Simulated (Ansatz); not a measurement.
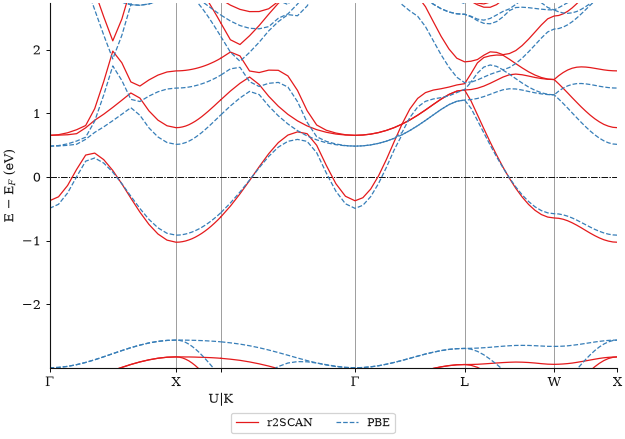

Band structures of Ca₂P, space group Fm-3m (No. 225), 3 atoms in the cell, by two methods on the same cell. Each is counted from its own Fermi level.

Question: What changes from one method to the other?

Answer: Both give a metal. The 3 bands that come within 1 eV of the Fermi level differ by 0.17 eV on average and by 0.31 eV at most (between L and W).

Settings. r2SCAN: DFT r2SCAN, scalar-relativistic, plane waves, PAW, no spin polarisation, 12×12×12 k mesh, 500 eV cutoff, Gaussian smearing of 0.1 eV (Ansatz). PBE: DFT PBE, scalar-relativistic, plane waves, PAW, no spin polarisation, 12×12×12 k mesh, 420 eV cutoff, Gaussian smearing of 0.1 eV (Ansatz).

The structure is an invented one, so it need not be a known or stable phase.
